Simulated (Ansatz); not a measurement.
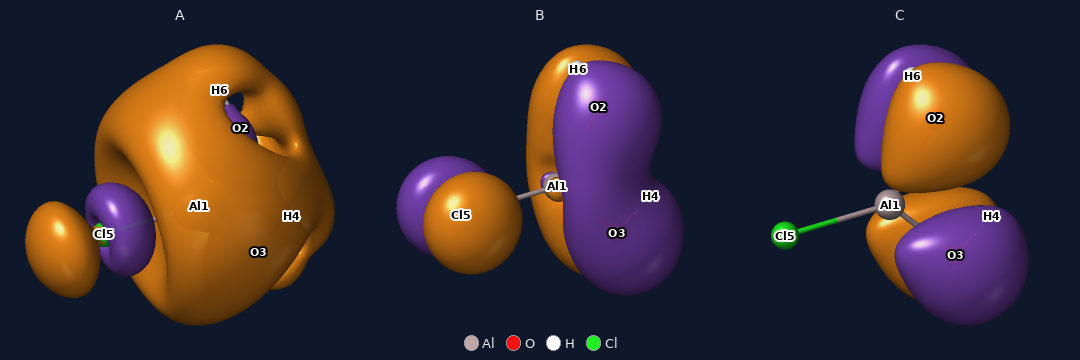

Figure. AlClH2O2. Three frontier orbitals at ±0.06 Å⁻³ᐟ² (orange and purple are the two phases), in no order.

Not at a stationary point (largest force 1.9 eV/Å).

These are results of RKS revPBE/def2-SVP in Ansatz, not measurements.

The calculation's input:

```
crystal:
  periodic: [false, false, false]
  atoms:
    - { symbol: Al, position_ang: [-0.4449, 0.8504, -0.031] }
    - { symbol: O, position_ang: [0.7314, -0.9305, 0.4123] }
    - { symbol: O, position_ang: [-1.4447, -0.2956, -0.5831] }
    - { symbol: H, position_ang: [-0.422, -0.9294, -0.1442] }
    - { symbol: Cl, position_ang: [0.1854, 2.6947, 0.4428] }
    - { symbol: H, position_ang: [1.3949, -1.3895, -0.0968] }
basis:
  gaussian: { orbitals: def2-SVP }
hamiltonian:
  xc: revpbe
relax:
  f_tol: 0.15
  max_steps: 25
  restrain:
    - { distance: [3, 1], at: 2.27, k: 30.0 }
    - { distance: [0, 1], at: 1.87, k: 30.0 }
    - { distance: [3, 2], at: 0.97, k: 30.0 }
output:
  orbitals: {}
```

Run with:

```sh
ansatz run input.yaml --threads 2 --pin off --max-ram 3072MiB --backend cpu --events-out ev --progress --plain --runs-dir out
```

The fields are those of the run's last geometry, not of the input's.

Q: Which picture is the HOMO−1, the HOMO and the LUMO?

A: B is the HOMO−1 (−7.47 eV). It lies mainly on O3 (about 40 %), O2 (about 30 %), Cl5 (about 15 %) and Al1 (about 10 %); it changes sign across the molecular plane (π type); π-bonding across Al1–O2 and Al1–O3; π-antibonding (a node) across Al1–Cl5. C is the HOMO (−6.81 eV). It lies mainly on O2 (about 50 %) and O3 (about 40 %); it changes sign across the molecular plane (π type). A is the LUMO (−1.71 eV). By Hirshfeld shares it lies mainly on Al1 (about 55 %), Cl5 (about 15 %), O2 (about 10 %) and O3 (about 10 %); it is symmetric in the molecular plane (an in-plane orbital: σ, lone-pair or in-plane π type).

Q: What is the HOMO–LUMO gap?

A: 5.10 eV between the orbital energies.
